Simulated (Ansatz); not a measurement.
**A computed series for Pt: pressure series**

Take Pt in the fcc (Cu type) structure (space group Fm-3m, No. 225; a = 3.918 Å) as the base.

Cell and atoms are relaxed at each pressure.

The values are results of plane-wave PAW DFT at the PBEsol level (Ansatz, a quantum-chemistry and plane-wave program, 420 eV), spin-orbit coupling left out, not measurements.

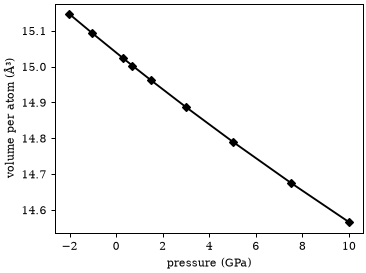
*Volume against pressure*

Question: Estimate the zero-pressure bulk modulus from the plot.

Answer: About 290 GPa; a third-order Birch–Murnaghan fit to the points gives V₀ = 15.04 Å³/atom, B₀ = 287 GPa and B₀′ = 5.4.

Measured bulk modulus of Pt: 289 GPa (static lattice; corrected from measurement; as listed in H. Levämäki et al., Physical Review B (2014)); the computed value is 1 % below it.

Load acts through the strain it causes; cell and atoms are relaxed under it. No phonon test of stability was made. No other phases were tried under pressure. The final runs are not spin-polarised.
